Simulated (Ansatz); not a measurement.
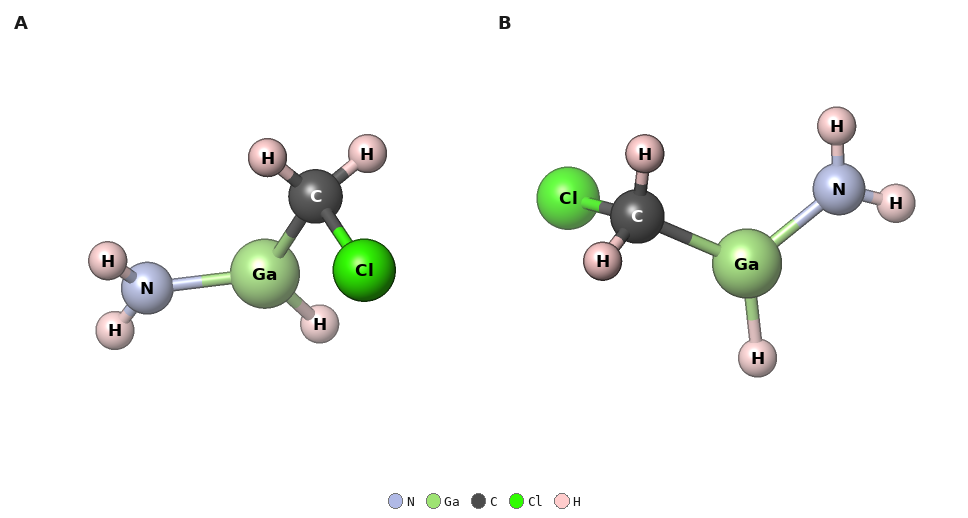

Distant atoms are faded towards the background colour. The computed structure is the end point of a PBE0-D4/def2-TZVP optimisation.

Q: How are A and B related: the same structure turned, mirror images, conformers, diastereomers or constitutional isomers?

A: They are the same structure, CH5ClGaN ([NH2][GaH][CH2]Cl), seen from two directions: a rotation takes one into the other. The geometry is chiral (C1), so its mirror image would differ.
